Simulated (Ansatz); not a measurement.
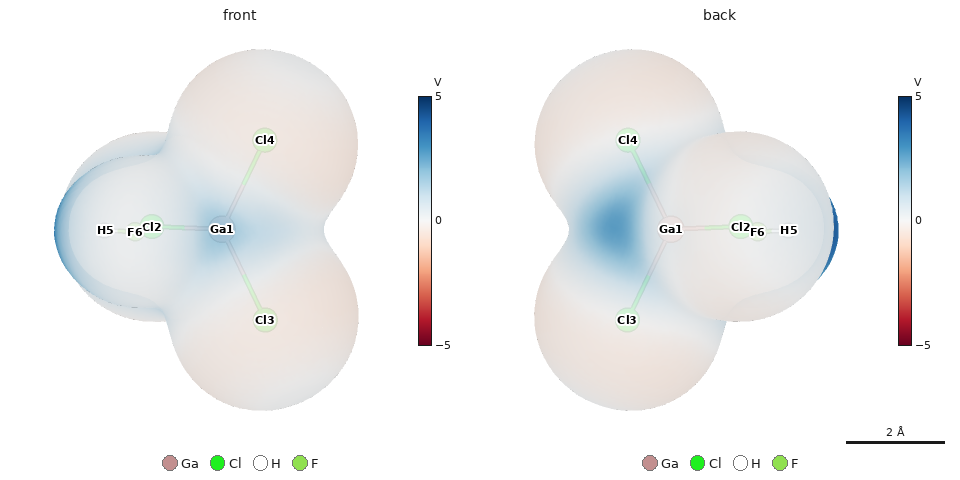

*Cl3Ga···HF. The molecular electrostatic potential painted on the density surface at 0.002 e/bohr³, seen from the front and from behind; the colour scale runs from red (negative) to blue (positive).*

The reactant side of a reaction path; geometry: PBE0-D4/def2-TZVP; a saddle point, not a minimum.

Theory: Ansatz 0.2.0, RKS PBE0-D4/def2-TZVPP.

```xyz
6

Ga   -0.6401    0.1923   -0.1387
Cl   -0.5600   -1.7589    0.7826
Cl   -0.8513    0.2917   -2.2435
Cl   -1.0975    1.8540    1.0918
H     1.5946   -0.7129    0.4546
F     1.5542    0.1337    0.0532
```

Describe the electrostatic potential map.

Answer. The most negative region (about −0.4 V, or −9 kcal/mol for a unit charge) lies over Cl3 and Cl4, the most positive (about +3.9 V, or +90 kcal/mol for a unit charge) over H5.
